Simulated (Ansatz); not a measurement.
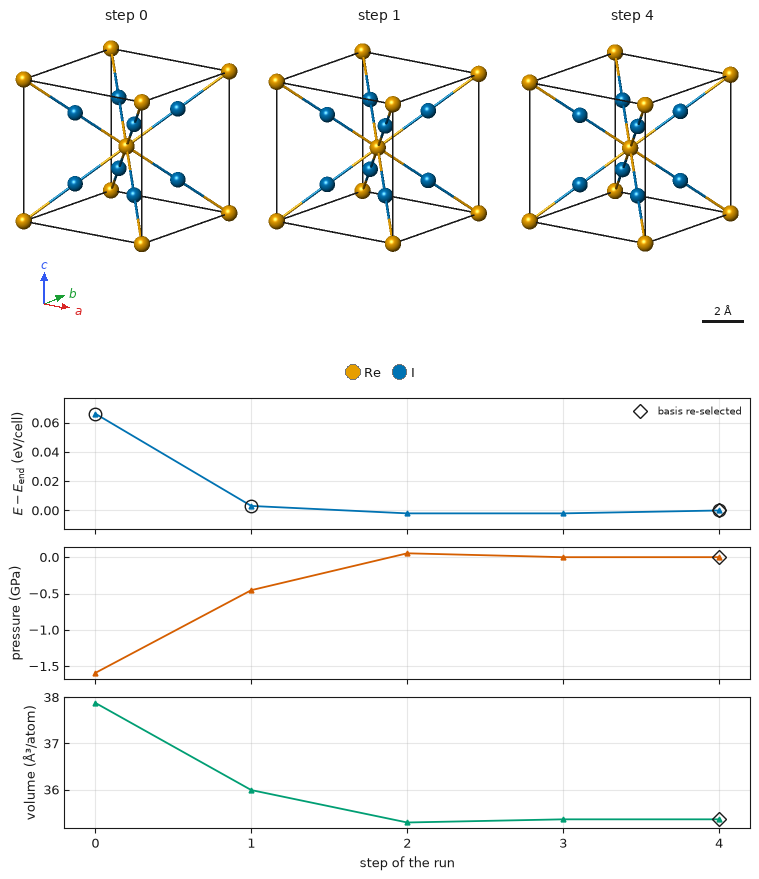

Frames of a relaxation of a crystal of ReI₄ (a generated structure, set up in Im-3m), marked on the history of the run. The picture is a ball-and-stick view of the conventional cell (2 times the calculation's cell), seen from a free direction. Lengths and directions refer to the drawn axes.

These are results of DFT PBE, scalar-relativistic, plane waves, PAW (Ansatz 0.2.0), not measurements. (plane-wave cutoff 420 eV; k-point mesh 8 × 8 × 8; occupations gaussian; smearing width 0.1 eV; collinear spin; cell and atoms relaxed; force threshold 0.01 eV/Å; at most 80 steps)

Describe the path.

The atoms keep their places relative to the cell (all moves are under 0.005 Å). Cell: a = b = c 7.235 → 7.071 Å (−2.3 %). Volume −6.7 %. Some distances before and after: I–Re 3.133 → 3.062 Å. The space group stays Im-3m (No. 229). After 3 accepted moves (4 points after the start) the energy has fallen by 66.1 meV per cell of the calculation. All forces vanish by symmetry, so only the cell relaxes. Pressure: −1.59 GPa at the start and 0.00 GPa at the end. The SCF was repeated once at an unchanged geometry on a basis and grid sized afresh for the cell, which shifted the energy by 2.0 meV per cell of the calculation at most. Cost: 3.6 min on 1 thread of Arm Neoverse V1 (shared host), peak memory 0.73 GiB. From step 0 to 1: volume −5.0 %, energy −63.0 meV per cell of the calculation. From step 1 to 4: volume −1.8 %, energy −3.1 meV per cell of the calculation.

```
step  E − E(0), meV/atom  pressure, GPa  volume, Å³/atom                      note
   0                0.00          -1.59           37.878                          
   1              -12.59          -0.45           35.990                          
   2              -13.61           0.05           35.289                          
   3              -13.61           0.00           35.357                          
   4              -13.21           0.00           35.357  same geometry, new basis
```
